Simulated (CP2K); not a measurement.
Consider 3-fluorocarbonylpyrrole at its PBE geometry (Å).

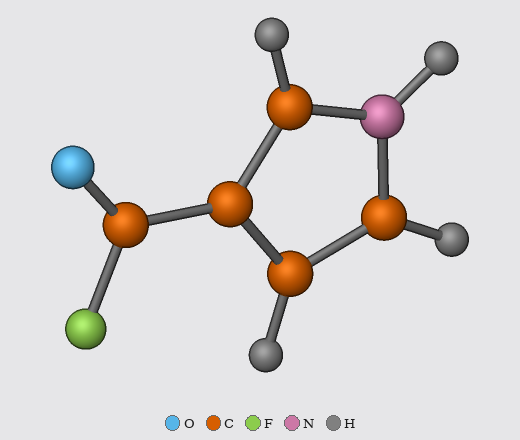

The molecule (oxygen blue, carbon orange, fluorine green, nitrogen pink, hydrogen grey).

```xyz
12

O     2.7826    1.0182    0.2723
C     2.0594    0.0912    0.0178
F     2.6289   -1.1323   -0.3234
C     0.6151    0.0171    0.0000
C    -0.2200   -1.1100   -0.2841
C    -1.5239   -0.6850   -0.1681
N    -1.4979    0.6571    0.1776
C    -0.2146    1.1005    0.2823
H     0.1173   -2.1068   -0.5404
H    -2.4638   -1.2074   -0.2964
H    -2.3179    1.2348    0.3225
H     0.0347    2.1226    0.5398
```

Method: CP2K XAS_TDP, all-electron GAPW, PBEh(45%), aug-cc-pVDZ, TDA, no relativity.

Predict the bright core excitations at the F K edge.

Leading lines: F3 681.95 eV. The leading line of an atom is its first one with 35 % of the strongest within 2.5 eV of its lowest line over the strength cut. 

The first six lines of each atom with a strength over 0.0015:

```csv
atom,energy (eV),states,"strength, one atom"
F3 (bonded to C),681.95,1,0.0090
,683.88,1,0.0203
,684.85,1,0.0055
,684.97,1,0.0121
,685.39,1,0.0023
,685.67,1,0.0024
```

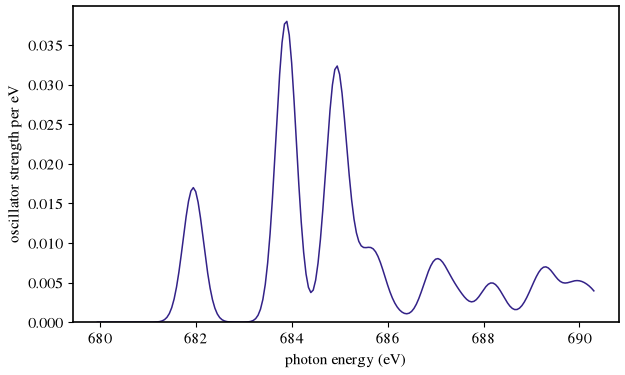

All atoms added, broadened by 0.5 eV.

Lines are vertical, at one geometry, with no vibrational structure. Without a correction of the core level, line positions, and the gaps between valence and Rydberg lines, follow the share of exact exchange. These values hold no scalar relativity, about 0.7 eV for F 1s. Rydberg lines, and the discretised continuum above threshold, depend on the basis and the box.

[Banner, clock and machine lines of the logs are left out without a mark of their own.]

[Logs are printed without paths, hosts, clocks, repeated set-up lines and the standing remarks that a program may print on its own settings, such as how far it seeks lower states.]

[Hosts, paths, dates, database ids (printed as entryN), source tags and the programs' standing remarks are cut or masked in the printed files.]
